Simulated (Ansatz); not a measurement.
A periodic structure is given below.

```cif
data_structure
_symmetry_space_group_name_H-M 'P 1'
_symmetry_Int_Tables_number 1
_cell_length_a 3.9701
_cell_length_b 3.9701
_cell_length_c 3.9701
_cell_angle_alpha 90.000
_cell_angle_beta 90.000
_cell_angle_gamma 90.000
_cell_volume 62.58
loop_
_atom_site_label
_atom_site_type_symbol
_atom_site_fract_x
_atom_site_fract_y
_atom_site_fract_z
_atom_site_occupancy
Pt1 Pt 0.00000 0.00000 0.00000 1
Pt2 Pt 0.00000 0.50000 0.50000 1
Pt3 Pt 0.50000 0.00000 0.50000 1
Pt4 Pt 0.50000 0.50000 0.00000 1
```

### Interpret the file: composition, symmetry and coordination.

The element is platinum. The atoms follow space group Fm-3m (No. 225); the Bravais lattice is face-centred cubic. In terms of structure types, this is face-centred cubic (Cu type). The cell holds four atoms. Pt is linked to twelve Pt in a cuboctahedral arrangement at 2.81 Å. The bonds build a three-dimensional framework.

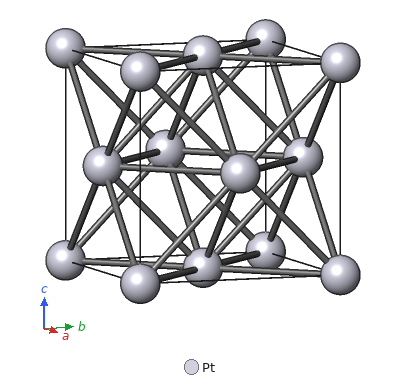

View slightly off an axis, drawn as a ball-and-stick model. The frame is the conventional unit cell; atoms at its boundary are shown with their periodic copies.

Starting structure: the standard structure of this element. Earlier steps of the study may have refined or changed the cell and positions. A calculation with Ansatz used it as input.
